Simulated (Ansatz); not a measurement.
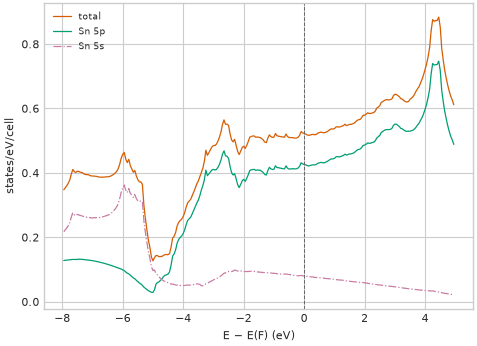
Total and projected density of states of Sn (body-centred tetragonal, I4/mmm), r²SCAN (plane waves, PAW; program Ansatz)

Task: Which orbitals carry the states next to the Fermi level?

Result: Within 0.5 eV of the Fermi level: Sn 5p 82 %, Sn 5s 15 %. Projections are on Löwdin-orthogonalised atomic valence shells; empty p or d shells of many metals are not among them.

Task: Where is the tallest occupied peak in this window, and what makes it?

Result: Near -2.6 eV, about 0.56 states/eV per cell; the largest projected share is Sn 5p.

This is a known high-pressure phase of the composition, computed here at zero pressure and temperature. The r²SCAN relaxation kept the symmetry of its start; whether a distortion lowers the energy is not shown. Spin–orbit coupling is left out wherever it is not named.

Potentials: the later of the program's two PAW sets.
